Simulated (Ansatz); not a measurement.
Abstraction of Cl: InH2Cl + C3H5 → InH2 + C3H5Cl

Species: InH2Cl `[Cl][InH2]`, singlet; C3H5 `C=[C]C`, doublet; InH2 `[InH2]`, doublet; C3H5Cl `C=C(C)Cl`, singlet. A radical takes Cl: the energy is the difference in strength between the In–Cl bond broken and the C–Cl bond made.

Shapes, held fixed at every level: PBE0-D4/def2-TZVP. Programs: Ansatz 0.2.0. The zero-point and thermal change to 298 K, harmonic and unscaled (PBE0-D4/def2-TZVP), is +3.1 kJ/mol.

| level | kind | ΔH(298 K) (kJ/mol) |
| --- | --- | --- |
| HF/def2-SVP | Hartree–Fock | +70.6 |
| SPW92/def2-TZVPP | LDA | -5.8 |
| PBE-D4/def2-TZVPP | GGA | +10.9 |
| r2SCAN-D4/def2-TZVPP | meta-GGA | +30.5 |
| B3LYP-D4/def2-TZVPP | global hybrid | +20.0 |
| BHLYP-D4/def2-TZVPP | global hybrid | +32.3 |
| B2PLYP/def2-TZVPP | double hybrid | +22.8 |

B2PLYP/def2-TZVPP gives ΔH(298 K) = +22.8 kJ/mol; the levels span -5.8 to +70.6. They disagree on the sign: 6 of 7 are positive. The median of the levels is +22.8. No measured value is set beside it here. Spin contamination: C3H5 (⟨S²⟩ up to 0.91). Open shells run unrestricted. For atoms past krypton def2 sets carry core potentials with scalar relativity. Outer-core shells of In are correlated, in sets that cover them unevenly.

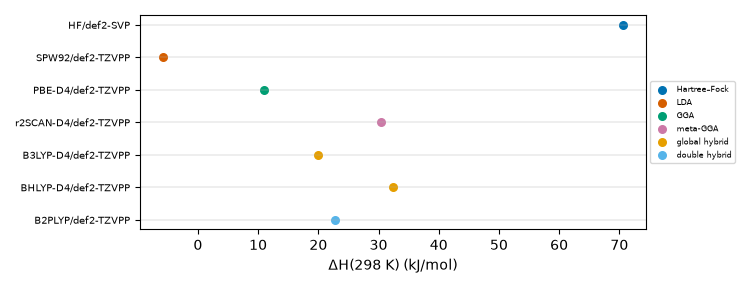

The values of the table, level by level.
